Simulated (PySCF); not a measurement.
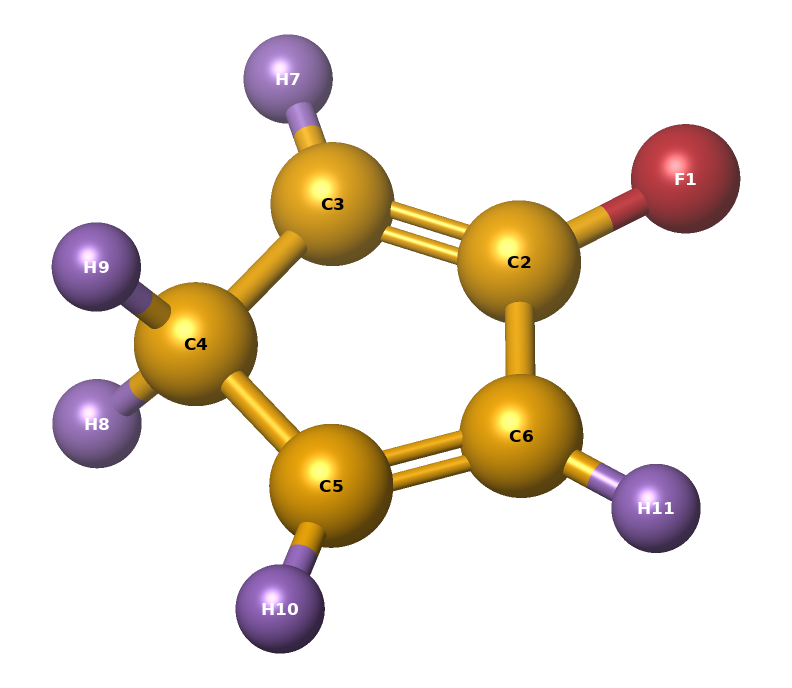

The geometry was computed by an optimisation with PBE0-D3(BJ)/def2-SVP. No frequency run is at hand to confirm it as a minimum. Properties computed with B3LYP/pcJ-1 indirect spin-spin coupling, non-relativistic, gas phase (PySCF 2.14.0). Isotopes: 13C, 19F, 1H.

Give the spin–spin coupling constants of these pairs, with the number of bonds between them: F1/C2, F1/C3, F1/C4, F1/H11, F1/H7.

```csv
pair,bonds apart,J (Hz)
"F1, C2",1,−341.1
"F1, C3",2,10.2
"F1, C4",3,6.0
"F1, H11",3,−1.8
"F1, H7",3,−2.1
```

Density functionals are unreliable for couplings to fluorine, so those rows may be far off.
